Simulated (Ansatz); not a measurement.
**Si2H6O (SMILES [SiH3]O[SiH3]): methods side by side**

Si2H6O has 9 atoms, charge 0, and is taken as a singlet. SMILES: `[SiH3]O[SiH3]`. Geometry: relaxed at PBE0-D4/def2-TZVP.

Each level gives the electronic atomisation energy (eV). The values are calculated. Electronic energies at fixed atoms, without zero-point motion or spin-orbit coupling.

```
            level                    kind  program  value (eV)
     BLYP/cc-pVDZ                     GGA   Ansatz       28.28
   revPBE/cc-pVDZ                     GGA   Ansatz       27.61
   r2SCAN/cc-pVDZ                meta-GGA   Ansatz       28.77
    B3LYP/cc-pVDZ           global hybrid   Ansatz       28.60
CAM-B3LYP/cc-pVDZ  range-separated hybrid   Ansatz       28.92
    HSE06/cc-pVDZ  range-separated hybrid   Ansatz       28.19
      MP2/cc-pVDZ     perturbation theory   Ansatz       27.04
  BCCD(T)/cc-pVDZ   coupled cluster or CI   Ansatz       27.05
```

The values span 27.04 to 28.92 eV.

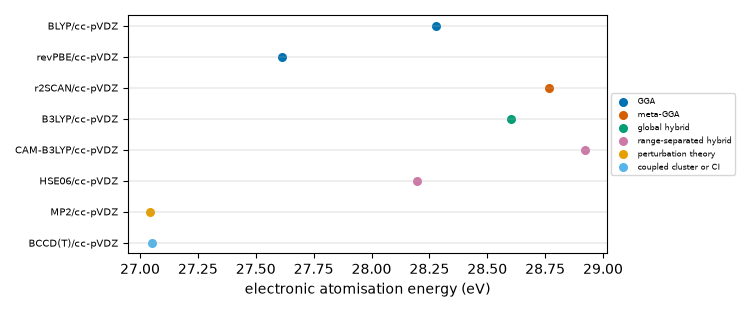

The values of the table, level by level.
